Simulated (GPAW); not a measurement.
Band structure of Yb (Fm-3m, 1 atom in the cell).

```
CELL_PARAMETERS angstrom
      0.00000     2.75160     2.75160
      2.75160     0.00000     2.75160
      2.75160     2.75160     0.00000
ATOMIC_POSITIONS crystal
  Yb 0.00000 0.00000 0.00000
```

Level of theory: PBE, GPAW PAW datasets PBE (gpaw-data 1.0.1) (plane waves; GPAW).

Settings: mode = pw; ecut = 800 eV; xc = PBE; kpts = 14 14 14; mesh shift (steps) = 0 0 0; occupations.name = methfessel-paxton; occupations.width = 0.272 eV; occupations.order = 0; nbands = -7; convergence.forces = 0.001 eV/Å; symmetry.symmorphic = false; symmetry.tolerance = 0.0005; maxiter = 150; bandpath_npoints = 40.

The starting cell comes from a database of computed structures (which also holds hypothetical and non-ambient phases and stackings), without a prior relaxation at this level. Its lattice was rescaled by a random factor within 2.5 % of one. Spin-orbit coupling is off. Spin polarisation is off.

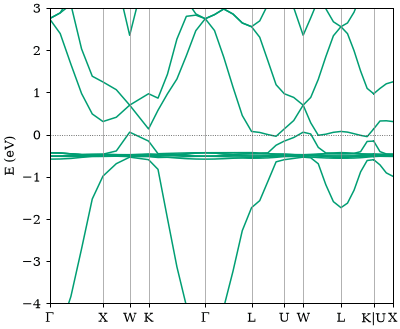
Figure: Bands along the path, energies from the Fermi level.

Levels in eV from the Fermi level, bands 9 to 16:
```csv
point,9,10,11,12,13,14,15,16
Γ,-0.51,-0.43,-0.43,-0.43,2.75,2.75,2.75,4.59
X,-0.50,-0.47,-0.46,-0.46,0.31,1.25,5.93,6.23
W,-0.49,-0.49,-0.47,0.06,0.70,0.70,2.35,6.12
K,-0.49,-0.47,-0.46,-0.15,0.14,0.97,4.13,4.22
L,-0.51,-0.45,-0.45,-0.43,0.08,2.56,2.56,5.91
U,-0.49,-0.47,-0.46,-0.15,0.14,0.97,4.13,4.22
```

Bands cross the Fermi level along this path, so the cell is metallic at this level.
